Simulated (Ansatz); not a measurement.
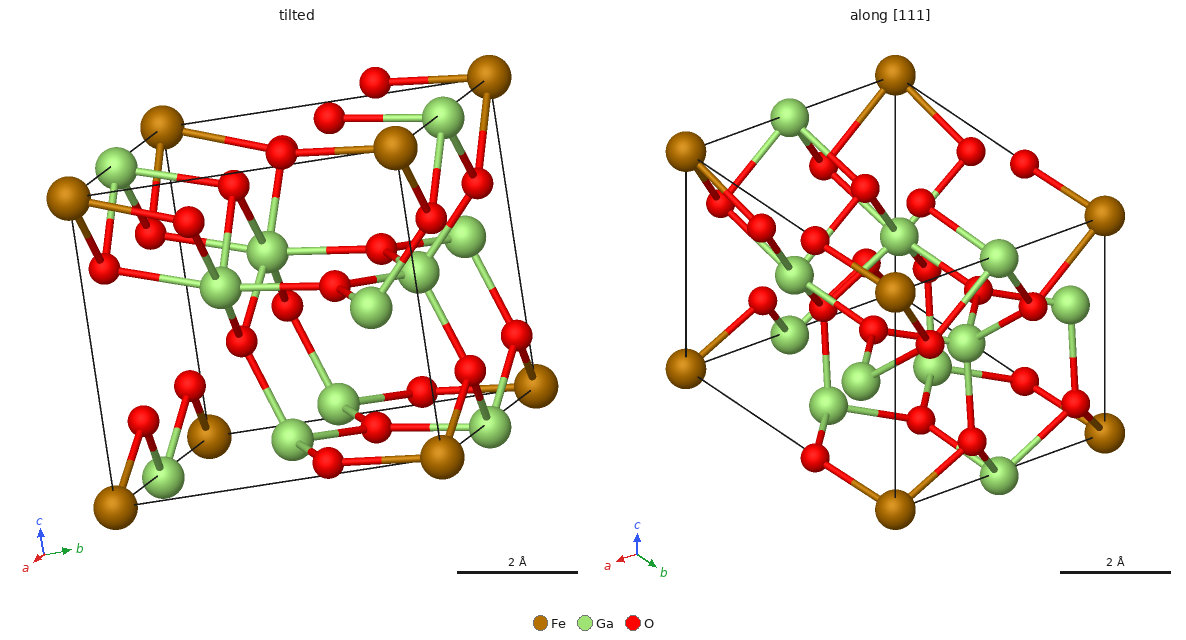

Ball-and-stick drawing of the structure, looking slightly off an axis and along [111]. The simulation cell is outlined; an atom on or near a face, edge or corner is repeated at each equivalent position.

- Chemical formula Ga7FeO12.
- The atoms as placed leave only P1.
- Counting shared atoms by their share gives 7 Ga, 1 Fe, 12 O, or 20 atoms.
- Fe is surrounded by six O in a distorted octahedral arrangement at about 2.0 to 2.2 Å.
- The bonds build a three-dimensional framework.

Starting structure: a structure listed in the Materials Project, repeated into a supercell with a point defect put in. The atoms were relaxed in a fixed cell with DFT PBE, scalar-relativistic, plane waves, PAW (Ansatz 0.2.0).
